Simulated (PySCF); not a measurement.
# SiCNOF3 (SMILES O=C=N[Si](F)(F)F) at 4 levels

Wanted: a comparison of 4 runs (HF/STO-3G, HF/def2-SVP, B3LYP/6-31G*, MP2/6-311+G**) of SiCNOF3. 

The calculation is run with PySCF 2.14.0.

**1. The system as given**

SiCNOF3: 7 atoms, total charge 0, spin state singlet. As SMILES, `O=C=N[Si](F)(F)F`. The shape is that of a PBE0-D4/def2-TZVP optimisation.

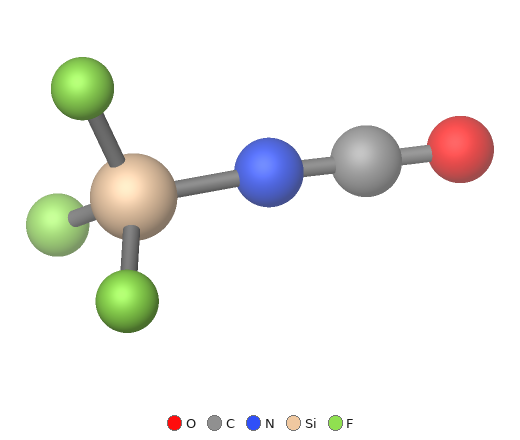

The structure, seen from a chosen angle (oxygen red, carbon grey, nitrogen blue, silicon light orange, fluorine green).

**2. Energy and forces at HF/STO-3G (run 1)**

calc.py reads:

```python
from pyscf import gto, scf

mol = gto.M(
    atom='''
O    1.073300  -2.404400   1.510700
C    0.689000  -1.479700   0.929800
N    0.302200  -0.521800   0.329900
Si  -0.343000   0.766200  -0.499400
F    0.797900   1.720500  -0.988900
F   -1.312500   1.581900   0.421300
F   -1.145700   0.269200  -1.749000
''',
    verbose=4,
    spin=0,
    max_memory=1860,
    basis='sto-3g',
)

calc0 = scf.RHF(mol)
calc0.conv_tol = 1e-10
calc0.kernel()
if not calc0.converged:
    calc0 = calc0.newton().run(calc0.mo_coeff, calc0.mo_occ)

energy = calc0.e_tot
print(f'total energy: {energy:.8f} hartree')
grad = calc0.nuc_grad_method().kernel()
calc0.analyze()
```

On the command line:

```bash
$ OMP_NUM_THREADS=1 python calc.py
```

Output:

```text
PySCF version 2.14.0

[... 62 lines left out ...]
total energy: -744.78359801 hartree
[... 18 lines left out ...]
Two-electron Coulomb Energy =          742.088125980766790
[... 6 lines left out ...]
MO #4   energy= -25.8683389434756  occ= 2
[... 4 lines left out ...]
MO #9   energy= -4.16236799901176  occ= 2
[... 4 lines left out ...]
MO #14  energy= -1.47637460872318  occ= 2
[... 4 lines left out ...]
MO #19  energy= -0.599905986522259 occ= 2
[... 4 lines left out ...]
MO #24  energy= -0.481392174946403 occ= 2
[... 4 lines left out ...]
MO #29  energy= -0.451355327684991 occ= 2
[... 4 lines left out ...]
MO #34  energy= 0.429689828012419  occ= 0
[... 4 lines left out ...]
MO #39  energy= 1.46747331628508   occ= 0
[... 10 lines left out ...]
pop of  1 C 2py           0.93349
pop of  1 C 2pz           0.89947
pop of  2 N 1s            1.99987
pop of  2 N 2s            1.29646
pop of  2 N 2px           1.47075
pop of  2 N 2py           1.28714
pop of  2 N 2pz           1.42367
pop of  3 Si 1s           2.00000
pop of  3 Si 2s           1.99999
pop of  3 Si 3s           0.92396
pop of  3 Si 2px          1.99945
pop of  3 Si 2py          1.99933
pop of  3 Si 2pz          1.99942
pop of  3 Si 3px          0.63019
pop of  3 Si 3py          0.63563
pop of  3 Si 3pz          0.63165
pop of  4 F 1s            1.99996
pop of  4 F 2s            1.88111
pop of  4 F 2px           1.72307
pop of  4 F 2py           1.78032
pop of  4 F 2pz           1.89536
pop of  5 F 1s            1.99996
pop of  5 F 2s            1.88128
pop of  5 F 2px           1.77811
pop of  5 F 2py           1.82136
pop of  5 F 2pz           1.79922
pop of  6 F 1s            1.99996
pop of  6 F 2s            1.88128
pop of  6 F 2px           1.82770
pop of  6 F 2py           1.89845
pop of  6 F 2pz           1.67256
 ** Mulliken atomic charges  **
charge of    0O =     -0.17809
charge of    1C =      0.31529
charge of    2N =     -0.47789
charge of    3Si =      1.18038
charge of    4F =     -0.27981
charge of    5F =     -0.27993
charge of    6F =     -0.27994
Dipole moment(X, Y, Z, Debye): -0.30970,  0.58472, -0.37938
```

It took 6 s on 1 thread of Intel Xeon at 2.50GHz (Skylake/Cascade Lake), shared host; peak memory 0.12 GiB.

**3. Energy and forces at HF/def2-SVP (run 2)**

job.py reads:

```python
# O=C=N[Si](F)(F)F
import pyscf.grad
from pyscf import gto, scf

mol = gto.M(
    atom='''
O      2.028243    -4.543657     2.854809
C      1.302021    -2.796228     1.757067
N      0.571075    -0.986059     0.623421
Si    -0.648176     1.447908    -0.943729
F      1.507812     3.251274    -1.868750
F     -2.480266     2.989358     0.796142
F     -2.165059     0.508714    -3.305131
''',
    unit='bohr',
    spin=0,
    basis='def2-svp',
    verbose=3,
    charge=0,
    max_memory=1860,
)

myscf = scf.RHF(mol)
myscf.conv_tol = 1e-10
myscf.kernel()
if not myscf.converged:
    myscf = myscf.newton().run(myscf.mo_coeff, myscf.mo_occ)

energy = myscf.e_tot
print('E(%s) = %.9f' % ('HF', energy))
grad = myscf.Gradients().kernel()
dip = myscf.dip_moment()
pop, q = myscf.mulliken_pop()
```

On the command line:

```bash
$ OMP_NUM_THREADS=1 python job.py
```

Output:

```text
converged SCF energy = -754.218284407443
[... 11 lines left out ...]
Dipole moment(X, Y, Z, Debye):  0.09894, -0.23183,  0.14613
[... 71 lines left out ...]
pop of  4 F 3dyz          0.00085
pop of  4 F 3dz^2         0.00083
pop of  4 F 3dxz          0.00115
pop of  4 F 3dx2-y2       0.00139
pop of  5 F 1s            1.99145
pop of  5 F 2s            1.11570
pop of  5 F 3s            0.81445
pop of  5 F 2px           1.11203
pop of  5 F 2py           1.12432
pop of  5 F 2pz           1.11569
pop of  5 F 3px           0.71064
pop of  5 F 3py           0.72412
pop of  5 F 3pz           0.71367
pop of  5 F 3dxy          0.00139
pop of  5 F 3dyz          0.00130
pop of  5 F 3dz^2         0.00102
pop of  5 F 3dxz          0.00162
pop of  5 F 3dx2-y2       0.00101
pop of  6 F 1s            1.99145
pop of  6 F 2s            1.11570
pop of  6 F 3s            0.81446
pop of  6 F 2px           1.12405
pop of  6 F 2py           1.14103
pop of  6 F 2pz           1.08698
pop of  6 F 3px           0.72573
pop of  6 F 3py           0.74385
pop of  6 F 3pz           0.67890
pop of  6 F 3dxy          0.00065
pop of  6 F 3dyz          0.00137
pop of  6 F 3dz^2         0.00174
pop of  6 F 3dxz          0.00201
pop of  6 F 3dx2-y2       0.00058
 ** Mulliken atomic charges  **
charge of    0O =     -0.26473
charge of    1C =      0.49406
charge of    2N =     -0.55146
charge of    3Si =      1.60656
charge of    4F =     -0.42752
charge of    5F =     -0.42843
charge of    6F =     -0.42849
```

Run time: 19 s. Hardware: 1 thread of Intel Xeon at 2.50GHz (Skylake/Cascade Lake), shared host; peak memory 0.22 GiB.

Run 3 isn't shown in full; the table further down has it.

**4. Energy and forces at MP2/6-311+G(d,p) (run 4)**

job.py reads:

```python
# O=C=N[Si](F)(F)F
import pyscf.grad
from pyscf import gto, mp

molecule = gto.Mole()
molecule.atom = '''
O      1.073300    -2.404400     1.510700
C      0.689000    -1.479700     0.929800
N      0.302200    -0.521800     0.329900
Si    -0.343000     0.766200    -0.499400
F      0.797900     1.720500    -0.988900
F     -1.312500     1.581900     0.421300
F     -1.145700     0.269200    -1.749000
'''
molecule.spin = 0
molecule.max_memory = 1860
molecule.basis = '6-311+g**'
molecule.verbose = 4
molecule.charge = 0
molecule.build()

mf = molecule.RHF()
mf.conv_tol = 1e-10
mf.kernel()
if not mf.converged:
    mf = mf.newton().run(mf.mo_coeff, mf.mo_occ)

pt = mp.MP2(mf, frozen=11).run()
energy = pt.e_tot
print('Final energy', energy)
grad = pt.Gradients().kernel()
dip = mf.dip_moment()
pop, q = mf.mulliken_pop()
```

On the command line:

```bash
$ OMP_NUM_THREADS=1 python job.py
```

Output:

```text
PySCF version 2.14.0

[... 63 lines left out ...]
converged SCF energy = -754.828803535517
[... 8 lines left out ...]
Final energy -756.0148112374254
[... 10 lines left out ...]
Dipole moment(X, Y, Z, Debye):  0.11122, -0.25517,  0.16121
[... 131 lines left out ...]
pop of  5 F 4py           0.63680
pop of  5 F 4pz           0.62585
pop of  5 F 5px           0.00428
pop of  5 F 5py           0.00347
pop of  5 F 5pz           0.00434
pop of  5 F 3dxy          0.00094
pop of  5 F 3dyz          0.00087
pop of  5 F 3dz^2         0.00062
pop of  5 F 3dxz          0.00110
pop of  5 F 3dx2-y2       0.00062
pop of  6 F 1s            1.07678
pop of  6 F 2s            0.91984
pop of  6 F 3s            1.06703
pop of  6 F 4s            0.95283
pop of  6 F 5s           -0.12603
pop of  6 F 2px           0.38401
pop of  6 F 2py           0.39162
pop of  6 F 2pz           0.36743
pop of  6 F 3px           0.81881
pop of  6 F 3py           0.82806
pop of  6 F 3pz           0.79896
pop of  6 F 4px           0.63785
pop of  6 F 4py           0.66012
pop of  6 F 4pz           0.58557
pop of  6 F 5px           0.00157
pop of  6 F 5py           0.00051
pop of  6 F 5pz           0.01016
pop of  6 F 3dxy          0.00042
pop of  6 F 3dyz          0.00088
pop of  6 F 3dz^2         0.00111
pop of  6 F 3dxz          0.00137
pop of  6 F 3dx2-y2       0.00036
 ** Mulliken atomic charges  **
charge of    0O =     -0.30152
charge of    1C =      0.66553
charge of    2N =     -1.02071
charge of    3Si =      1.79936
charge of    4F =     -0.38377
charge of    5F =     -0.37964
charge of    6F =     -0.37925
```

Wall time 3.5 min (1 thread of Intel Xeon at 2.50GHz (Skylake/Cascade Lake), shared host); peak memory 1.9 GiB.

**5. Overview of the runs**

| run | level | integration grid | frozen core orbitals | energy (Eh) | dipole moment (D) of the reference | HOMO energy (eV) | LUMO energy (eV) | wall time |
| --- | --- | --- | --- | --- | --- | --- | --- | --- |
| 1 | HF/STO-3G | – | – | -744.783598 | 0.76 | -9.26 | 9.22 | 6 s |
| 2 | HF/def2-SVP | – | – | -754.218284 | 0.29 | -13.56 | 4.38 | 19 s |
| 3 | B3LYP/6-31G* (spherical functions) | 5 | – | -757.323939 | 0.17 | -9.31 | 0.16 | 91 s |
| 4 | MP2/6-311+G** | – | 11 | -756.014811 | 0.32 | -13.64 | 1.23 | 3.5 min |

**6. Results**

| quantity | value |
| --- | --- |
| run 4: total energy | -756.01481 Eh |
| run 4: dipole moment (Hartree–Fock density) | 0.32 D |
| run 4: HOMO energy (Hartree–Fock orbitals) | -13.64 eV |
| run 4: LUMO energy (Hartree–Fock orbitals) | 1.23 eV |
| run 4: HOMO–LUMO gap (Hartree–Fock orbitals) | 14.88 eV |
| run 4: correlation energy (11 core orbitals frozen) | -1186.0 mEh |
| run 4: largest force on an atom | 1.445 eV/Å |

Over runs 1, 2, 3 the dipole moment (its size) runs from 0.17 D (B3LYP/6-31G*) to 0.76 D (HF/STO-3G). The two ends differ in method and basis. The two dipoles point in opposite directions. Over runs 1, 2, 3 the HOMO–LUMO gap runs from 9.46 eV (B3LYP/6-31G*) to 18.47 eV (HF/STO-3G). In run 1 the basis is minimal, so the values are rough. All runs together took 5.4 min, the longest 3.5 min.
